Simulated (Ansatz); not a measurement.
## Hypothetical R-3 C, carrier doping

Consider C (space group R-3, No. 148; a = 6.3180 Å, c = 3.8460 Å (hexagonal axes); a hypothetical phase, not in the database extracts checked).

Carriers are added at fixed cell with a uniform background; the Fermi–Dirac width is that of 300 K.

Method: PBEsol, PAW, 420 eV (Ansatz, a first-principles code; without spin-orbit coupling).

Notes on the quantities. Fermi level from band edge: Fermi level relative to the doped band's edge (positive inside the band; to 0.05 eV).

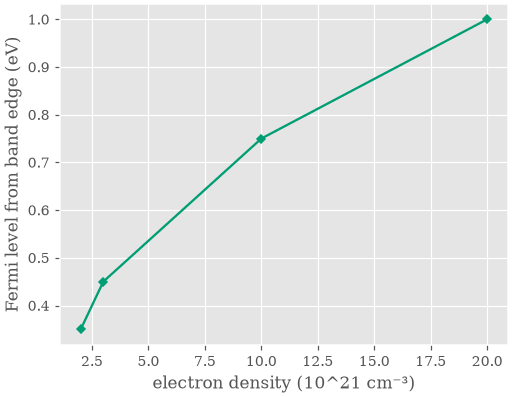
Fermi level from band edge against electron density

Task: From the plot, what is the Fermi level from band edge for electrons 2.0×10^22 cm⁻³?

Result: About 1.00 eV.

Task: Is the trend monotonic over the range shown?

Result: Yes, it rises throughout, spanning +0.35 eV to +1.00 eV.

Carriers are added with a uniform compensating background; total energy and stress of such cells depend on the potential's zero and are not compared; many-body gap narrowing is missing at this level. Whether these cells are dynamically stable was not tested.
